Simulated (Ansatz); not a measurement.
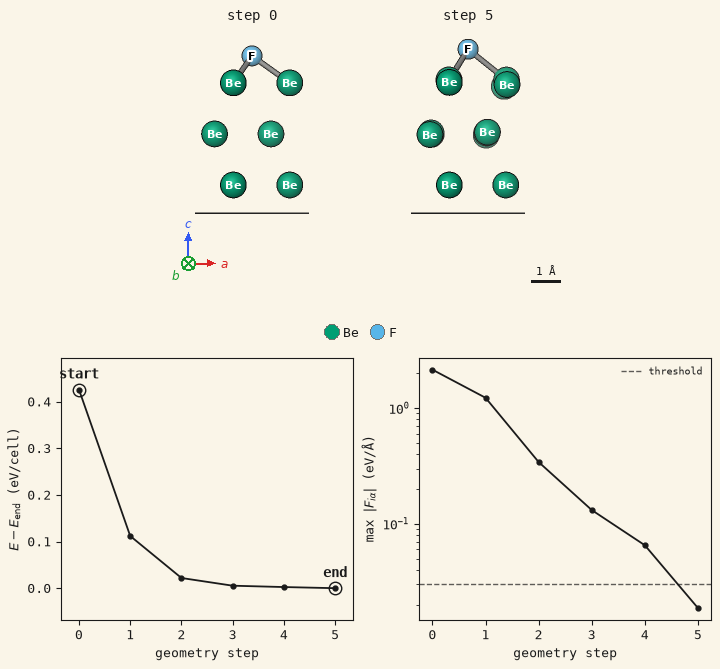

First and last geometry of a constrained relaxation of a slab of composition Be₁₈F, with the history of the run. The picture is a ball-and-stick view of the cell of the calculation, outlined in the plane, without the vacuum (origin shifted), seen along the b axis.

It is F on Be(0001), set down by a guess. The run prepares an end point of a later path (adatom hop) calculation, from a guessed geometry. 6 atoms are held fixed.

These are results of DFT PBE-D3(BJ), scalar-relativistic, plane waves, PAW in Ansatz 0.2.0, not measurements.

Input
```yaml
crystal:
  lattice:
    - [4.58, 0.0, 0.0]
    - [3.435, 5.949595, 0.0]
    - [0.0, 0.0, 15.58843]
  atoms:
    - { symbol: Be, position: [0.0, 0.0, 0.0641501] }
    - { symbol: Be, position: [0.5, 0.0, 0.0641501] }
    - { symbol: Be, position: [0.0, 0.3333333, 0.0641501] }
    - { symbol: Be, position: [0.5, 0.3333333, 0.0641501] }
    - { symbol: Be, position: [0.0, 0.6666667, 0.0641501] }
    - { symbol: Be, position: [0.5, 0.6666667, 0.0641501] }
    - { symbol: Be, position: [-0.1666667, 0.2222222, 0.1792493] }
    - { symbol: Be, position: [0.3333333, 0.2222222, 0.1792493] }
    - { symbol: Be, position: [-0.1666667, 0.5555556, 0.1792493] }
    - { symbol: Be, position: [0.3333333, 0.5555556, 0.1792493] }
    - { symbol: Be, position: [-0.1666667, 0.8888889, 0.1792493] }
    - { symbol: Be, position: [0.3333333, 0.8888889, 0.1792493] }
    - { symbol: Be, position: [0.0, 0.0, 0.2943484] }
    - { symbol: Be, position: [0.5, 0.0, 0.2943484] }
    - { symbol: Be, position: [0.0, 0.3333333, 0.2943484] }
    - { symbol: Be, position: [0.5, 0.3333333, 0.2943484] }
    - { symbol: Be, position: [0.0, 0.6666667, 0.2943484] }
    - { symbol: Be, position: [0.5, 0.6666667, 0.2943484] }
    - { symbol: F, position: [0.1650724, 0.1257405, 0.3552911] }
basis:
  ecutwfc: 420.0
kpoints:
  mp_grid: { grid: [5, 4, 1] }
hamiltonian:
  xc: pbe
  dispersion: d3bj
scf:
  occupations: { method: gaussian, width: 0.15 }
  lower_state_search: "off"
relax:
  f_tol: 0.03
  max_steps: 60
  adjacent_minimum: "off"
  constraints: [{ sites: [0, 1, 2, 3, 4, 5] }]
```

Launched with:
```bash
ansatz run input.yaml --threads 1 --pin off --max-ram 3072MiB --backend cpu --events-out ev --progress --plain --runs-dir out
```

Did the run converge, and what did it change?

It converged. After 5 geometry steps the energy has fallen by 0.426 eV per cell of the calculation. Largest force component: 2.1 eV/Å at the start, 0.019 eV/Å at the end. The atom that moves furthest is F19 (0.27 Å at 30° to the normal (+c side)). By element the largest moves are F 0.27 Å, Be 0.14 Å. The cell stays as it was. Among the contacts that change: Be15–F19 1.559 → 1.767 Å, Be14–F19 1.636 → 1.731 Å, Be13–F19 1.695 → 1.704 Å. Among the angles between lasting bonds that change: Be14–F19–Be15 91.5° → 82.8°, Be13–F19–Be15 89.4° → 85.3°. The run took 66 s on 1 thread of Arm Neoverse V1, on a shared host, peak memory 0.54 GiB.

Limits of the set-up: the cell has an odd number of electrons but was run without spin polarisation; the periodic images lie only 4.6 Å apart, so the values are limited by the cell's size.
